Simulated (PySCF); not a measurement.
HCdI, SMILES [CdH][I] at its B3LYP/def2-SVP optimised geometry (Å):

```
3

Cd    -0.4778    -0.0037     0.0000
H     -2.1500     0.0037     0.0011
I      2.1500    -0.0037     0.0000
```

Level of theory: PySCF with B3LYP/def2-TZVP, def2 effective core potentials past Kr. The core electrons that the potentials of Cd, I replace are not part of the density. Cells within 0.4 Å of a nucleus heavier than hydrogen are left out (blank, or x).

Map of the deformation density (molecule minus spherical neutral atoms) (e/bohr³) on the plane z = 0.0 Å:

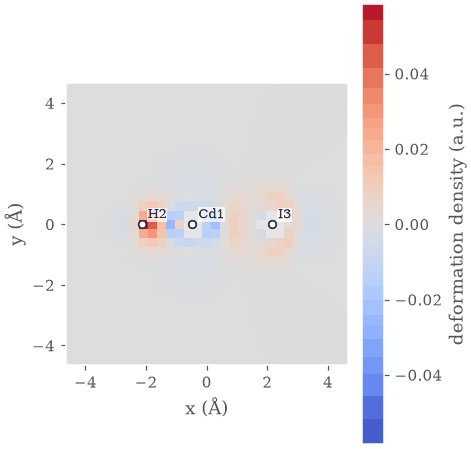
Figure: Deformation density (molecule minus spherical neutral atoms) (e/bohr³) on the plane z = 0.0 Å.
